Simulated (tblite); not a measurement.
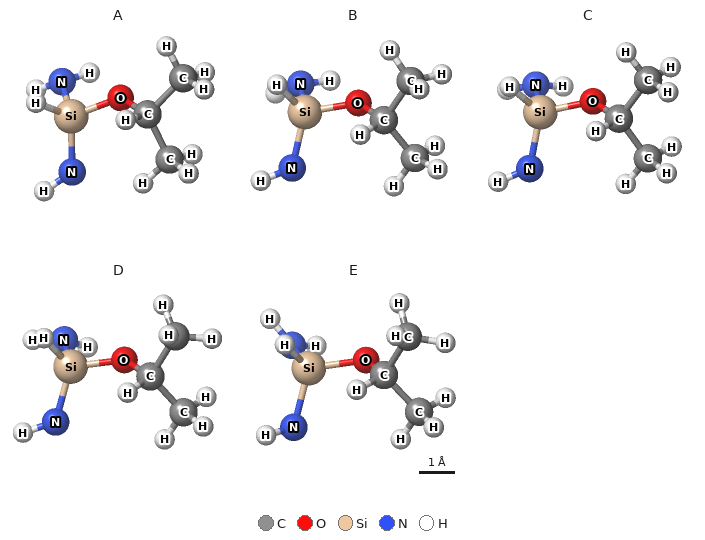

5 geometries from one relaxation of C3H11N2OSi (multiplicity 2), in shuffled order. The picture is a ball-and-stick view, seen at a tilt.

Theory: GFN2-xTB geometry optimisation, gas phase in tblite. 

> Order the frames from highest to lowest energy.

E, D, B, C, A. They are steps 0, 51, 79, 133, 222, at +0.859 eV, +0.120 eV, +0.065 eV, +0.016 eV relative to the last. An H atom moves most after the best rigid fit: 1.35 Å. Largest moves by element: H 1.35 Å, O 0.54 Å, N 0.48 Å, C 0.48 Å, Si 0.15 Å. Some distances before and after: N–Si 1.794 → 1.691 Å, O–Si 1.705 → 1.616 Å, C–H 1.129 → 1.087 Å, H–N 1.047 → 1.007 Å. Bond angles that change, for instance: C–O–Si 114.2° → 127.1°, Si–N–H 112.9° → 123.9°, H–N–H 118.6° → 110.6°. Groups turn about C–C by about 50°, C–O by about 45°, N–Si by about 30°. After 222 geometry steps the energy has fallen by 0.859 eV.
